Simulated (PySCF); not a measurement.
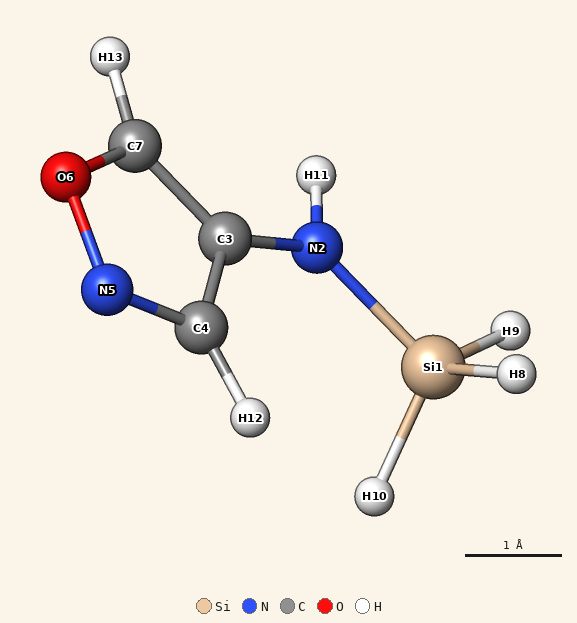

Figure 1. The structure as given in the input (ball-and-stick view, seen at an oblique angle; atoms are numbered from 1 in the order of the input).

# Excited-state calculation, with input and output: C$_{3}$H$_{6}$N$_{2}$OSi

System: C$_{3}$H$_{6}$N$_{2}$OSi.
Method: TDDFT CAM-B3LYP/def2-SVPD, vertical, IEF-PCM benzene (non-equilibrium linear response), core orbitals frozen in the response (PySCF 2.14.0).

The geometry comes from this level: PBE0-D3(BJ)/def2-SVP. It belongs to a series of runs on one base structure; here: solvent benzene.

### The input
```
{"job": {"kind": "uv", "xc": "CAM-B3LYP", "basis": "def2-SVPD", "solvent": "benzene", "nstates": 6, "ntriplets": 0}, "charge": 0, "multiplicity": 1}
Si    -1.844939    -0.060513     1.195139
N     -0.571276     0.773930     0.340108
C      0.758469     0.402382     0.285338
C      1.385021    -0.687654     0.964930
N      2.661784    -0.760024     0.690054
O      2.925666     0.253859    -0.159594
C      1.805020     0.951961    -0.405790
H     -1.982257    -1.474263     0.728821
H     -3.084972     0.710724     0.901466
H     -1.591554    -0.094321     2.668137
H     -0.807977     1.598148    -0.196679
H      0.939791    -1.417077     1.642700
H      1.896992     1.799736    -1.080026
```

The first line tells a small driver script what to run in PySCF; the rest is the geometry in Å.

Run on 1 CPU thread, shared host.

Launched with:
```bash
OMP_NUM_THREADS=1 python <driver script> task.json out
```

### What the program printed
```
coarse grid: 11816 points
cycle   1  E = -591.5389249344  dE =  1.247e+00  |g| = 4.382e-01  |ddm| = 5.501e+00
cycle   2  E = -591.5446423095  dE = -5.717e-03  |g| = 4.589e-01  |ddm| = 1.362e+00
cycle   3  E = -591.5821228633  dE = -3.748e-02  |g| = 9.645e-02  |ddm| = 6.004e-01
cycle   4  E = -591.5837437504  dE = -1.621e-03  |g| = 3.309e-02  |ddm| = 1.454e-01
cycle   5  E = -591.5839507442  dE = -2.070e-04  |g| = 1.228e-02  |ddm| = 5.587e-02
cycle   6  E = -591.5839861929  dE = -3.545e-05  |g| = 1.591e-03  |ddm| = 2.065e-02
cycle   7  E = -591.5839869904  dE = -7.974e-07  |g| = 9.113e-04  |ddm| = 4.337e-03
final grid: 110976 points
cycle   8  E = -591.6745834434  dE = -2.253e-05  |g| = 2.667e-03  |ddm| = 6.761e-02
cycle   9  E = -591.6745833084  dE =  1.351e-07  |g| = 3.002e-03  |ddm| = 8.871e-03
cycle  10  E = -591.6745850256  dE = -1.717e-06  |g| = 5.110e-04  |ddm| = 3.230e-03
cycle  11  E = -591.6745850736  dE = -4.803e-08  |g| = 1.680e-04  |ddm| = 8.588e-04
cycle  12  E = -591.6745850802  dE = -6.585e-09  |g| = 6.092e-05  |ddm| = 3.445e-04
cycle  13  E = -591.6745850811  dE = -8.401e-10  |g| = 7.363e-06  |ddm| = 1.109e-04
```

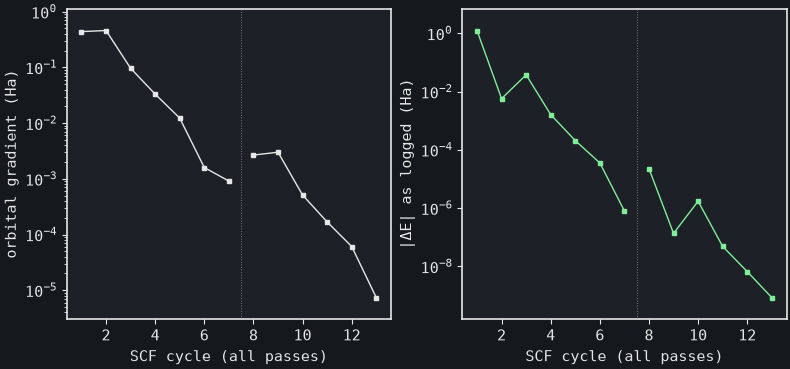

Figure 2. Convergence of the self-consistent field: orbital gradient and size of the energy change against the SCF cycle. The dotted line marks the change from a coarse to the final integration grid. The first 7 cycles use a coarse grid, the final grid takes over at cycle 8, and the field converges after 13 cycles in all.

```
converged SCF energy = -591.6745850811

Static polarisability (au): isotropic 88.539, principal 63.683 90.928 111.007

Singlet excitations
state   eV       nm        f      main configurations
  1   5.2500    236.2   0.12290   H->L 0.97
  2   5.5890    221.8   0.00007   H->L+1 0.88
  3   6.4957    190.9   0.01597   H->L+2 0.61, H->L+3 0.10, H->L+5 0.08
  4   6.5763    188.5   0.01342   H-2->L 0.91
  5   6.7298    184.2   0.00053   H->L+5 0.33, H->L+3 0.31, H->L+4 0.27
  6   6.7799    182.9   0.19165   H->L+6 0.66, H->L+7 0.17, H-1->L 0.09
```

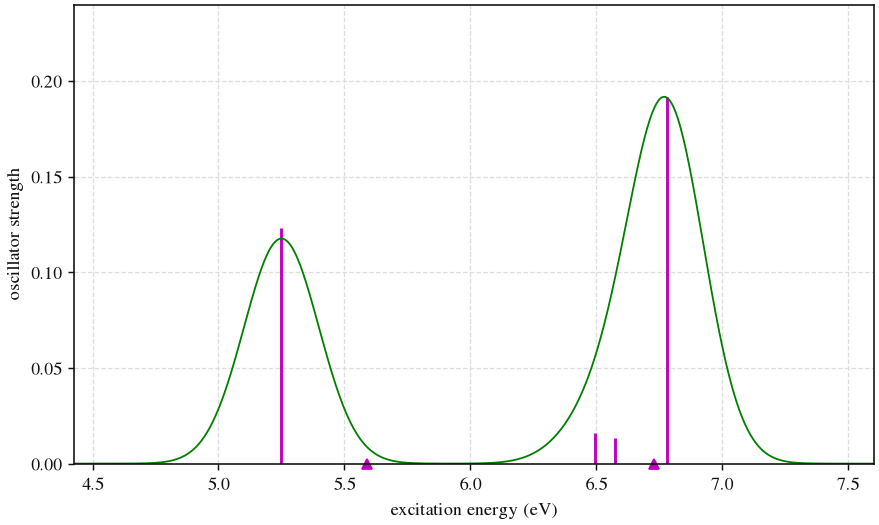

Figure 3. Computed excitations as sticks (degenerate states added up, dark ones marked on the axis), with a Gaussian envelope of 0.35 eV full width at half maximum, scaled to the tallest. Of the 6 states the lowest lies at 5.25 eV (f = 0.123); the strongest line is at 6.78 eV, or 183 nm (f = 0.192).

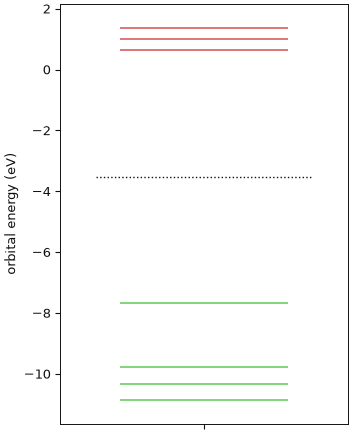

Figure 4. Orbital energies near the frontier; the dotted line parts filled from empty levels, and levels within 0.02 eV of each other stand side by side. Highest filled −7.66 eV, lowest empty 0.63 eV, 8.29 eV apart.

### Results in brief

| quantity | value |
| --- | --- |
| outcome | converged |
| total energy | −591.674585 hartree |
| HOMO | −7.66 eV |
| LUMO | 0.63 eV |
| dipole moment | 4.51 D |
| mean polarisability | 88.54 a.u. |
| lowest excitation | 5.25 eV |
| wall time | 72 s |
| peak memory | 1 GiB |
